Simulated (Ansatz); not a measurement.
**revPBE/cc-pVDZ run of C3H4O (methylketene)**

What is the electronic atomisation energy of C3H4O (methylketene) at revPBE/cc-pVDZ? 

The results are computed with Ansatz 0.2.0.

35 further runs of the same task are left out: 35 set aside as unsound or not needed.

## (1) The structure to begin with

C3H4O has 8 atoms, charge 0, and is taken as a singlet. As SMILES, `CC=C=O`. The coordinates come from a PBE0-D4/def2-TZVP relaxation.

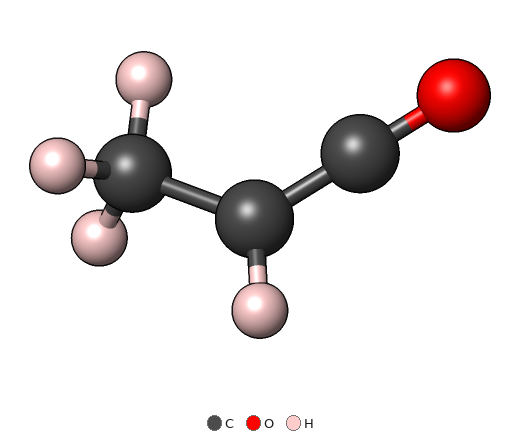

Viewed from a chosen angle; carbon dark grey, oxygen red, hydrogen pink.

## (2) The energy at revPBE/cc-pVDZ

Input file run.yaml:

```yaml
crystal:
  periodic: [false, false, false]
  atoms:
    - {symbol: C, position_ang: [-0.527260, 0.797080, -0.183660]}
    - {symbol: C, position_ang: [-0.086970, -0.563690, 0.274760]}
    - {symbol: C, position_ang: [1.122630, -1.027770, 0.097370]}
    - {symbol: O, position_ang: [2.196540, -1.437400, -0.061070]}
    - {symbol: H, position_ang: [-1.351730, 0.723880, -0.897750]}
    - {symbol: H, position_ang: [-0.866500, 1.405090, 0.659100]}
    - {symbol: H, position_ang: [0.287360, 1.332930, -0.671970]}
    - {symbol: H, position_ang: [-0.774070, -1.230150, 0.783200]}
basis:
  gaussian: {orbitals: cc-pVDZ}
hamiltonian: {xc: {name: revPBE}}
accuracy: high
output: {orbitals: {seedname: orbitals}}
```

Launch:

```console
$ ansatz run run.yaml --threads 1 --pin off --max-ram 3480MiB --events-out events.jsonl --progress --plain --runs-dir runs
```

Output:

```text
Warning: RAYON_NUM_THREADS=1 ignored (pool sized by the plan → 1); use --threads N
Functional definition: revPBE
  name "revPBE"
  parameter kappa = 1.245
  parameter beta = 0.06672455060314922
  exchange = pbe_x(kappa = kappa, mu = beta*pi^2/3)
  correlation = pbe_c(beta = beta)
1742 factors; integrals over basis functions are off by at most 3.1e-9 eV
mean field evaluation 1: about -5213.4538 eV, gradient 5.6e1 eV
mean field evaluation 2: about -5200.9199 eV, gradient 8.8e1 eV
mean field evaluation 4: about -5220.9060 eV, gradient 1.2e1 eV
mean field evaluation 8: about -5221.1828 eV, gradient 2.4e-1 eV
mean field evaluation 16: about -5221.1829 eV, gradient 1.0e-5 eV
mean field -5221.18294070 eV, -191.8749340259 hartree, gradient 1.7e-8 eV, S^2 0.000000; 0 other end points of the search recorded, 0 dependent functions left out
reference -5221.18294399 eV, -191.8749341467 hartree; 15, 15 occupied and 61, 61 virtual orbitals, 1742 factors
Total energy: -5221.18294399 eV, -191.8749341467 hartree
```

Run time: 1.6 s. Hardware: 1 thread of AMD EPYC 9R45 (Zen 5), shared host; peak memory 0.2 GiB.

## (3) The C atom, same level

Input file molecule.yaml:

```yaml
basis:
  gaussian:
    orbitals: cc-pVDZ
crystal:
  periodic: [false, false, false]
  atoms:
    - {symbol: C, position_ang: [0.000000, 0.000000, 0.000000]}
magnetization:
  spin_polarized: true
  initial_magnetization: 2
hamiltonian:
  xc: {name: revPBE}
accuracy: high
```

Launch:

```console
$ ansatz run molecule.yaml --threads 1 --pin off --max-ram 3480MiB --events-out events.jsonl --progress --plain --runs-dir runs
```

Output:

```text
Warning: RAYON_NUM_THREADS=1 ignored (pool sized by the plan → 1); use --threads N
Functional definition: revPBE
  name "revPBE"
  parameter kappa = 1.245
  parameter beta = 0.06672455060314922
  exchange = pbe_x(kappa = kappa, mu = beta*pi^2/3)
  correlation = pbe_c(beta = beta)
96 factors; integrals over basis functions are off by at most 2.2e-9 eV
mean field evaluation 1: about -1029.4898 eV, gradient 4.6e0 eV
mean field evaluation 2: about -1029.5988 eV, gradient 2.3e0 eV
mean field evaluation 4: about -1029.6381 eV, gradient 2.3e-1 eV
mean field evaluation 8: about -1029.6381 eV, gradient 2.5e-5 eV
mean field evaluation 16: about -1029.5217 eV, gradient 4.1e0 eV
mean field evaluation 32: about -1029.6385 eV, gradient 6.3e-2 eV
mean field -1029.63814786 eV, -37.8385040201 hartree, gradient 2.7e-9 eV, S^2 2.002127; 2 other end points of the search recorded, 0 dependent functions left out
reference -1029.63815001 eV, -37.8385040991 hartree; 4, 2 occupied and 10, 12 virtual orbitals, 96 factors
Total energy: -1029.63815001 eV, -37.8385040991 hartree
```

It took 0.22 s on 1 thread of AMD EPYC 9R45 (Zen 5), shared host.

## (4) The H atom, same level

Input file input.yaml:

```yaml
crystal:
  periodic: [false, false, false]
  atoms:
    - {symbol: H, position_ang: [0.000000, 0.000000, 0.000000]}
basis:
  gaussian:
    orbitals: cc-pVDZ
accuracy: high
hamiltonian:
  xc: {name: revPBE}
magnetization:
  spin_polarized: true
  initial_magnetization: 1
```

Run the same way, it converges to -0.50319 Eh (log not shown).

## (5) The O atom at the same level

Input file input.yaml:

```yaml
crystal:
  periodic: [false, false, false]
  atoms:
    - {symbol: O, position_ang: [0.000000, 0.000000, 0.000000]}
basis:
  gaussian: {orbitals: cc-pVDZ}
accuracy: high
magnetization: {spin_polarized: true, initial_magnetization: 2}
hamiltonian: {xc: {name: revPBE}}
```

Run the same way, it converges to -75.04337 Eh (log not shown).

## (6) Summary of results

Level: revPBE/cc-pVDZ.

| quantity | value |
| --- | --- |
| molecule: total energy | -191.87493 Eh |
| molecule: HOMO energy | -5.04 eV |
| molecule: LUMO energy | -1.59 eV |
| molecule: HOMO–LUMO gap | 3.46 eV |
| C atom: total energy | -37.83850 Eh |
| C atom: ⟨S²⟩ | 2.002 |
| H atom: total energy | -0.50319 Eh |
| H atom: ⟨S²⟩ | 0.750 |
| O atom: total energy | -75.04337 Eh |
| O atom: ⟨S²⟩ | 2.002 |
| electronic atomisation energy | 35.464 eV |

Taking the molecule apart into free atoms costs 35.46 eV (3422 kJ/mol), before zero-point energy and without spin-orbit coupling.
